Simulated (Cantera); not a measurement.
A closed system holds: 1 mol SiCl₄, 0.028 mol C₂H₄, 8.4 mol H₂, 0.18 mol CH₄, equilibrated at 27000 Pa.

Method: chemical equilibrium by Gibbs-energy minimisation in Cantera with the NASA 1993 tables (ideal gas, pure condensed phases). Candidate condensed phases: C, C₆H₆, C₇H₈, C₈H₁₈, Si, SiC; 109 gas species. The tables' values for SiCl₃, SiCl are old estimates; treat these amounts as uncertain. Gases not in the tables: Si₂H₆ and higher silanes. Kinetics and transport are ignored.

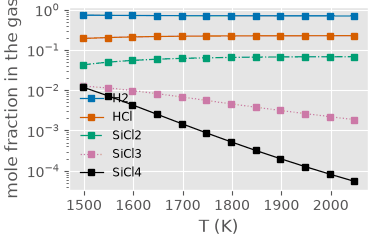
Figure: Equilibrium gas composition (values under 1e-9 drawn at 1e-9)

Task: Read off the mole fractions at 1948 K.

Result: H₂ about 0.70, HCl about 0.23, SiCl₂ about 0.068, SiCl₃ about 0.0026, SiCl₄ about 0.00013.
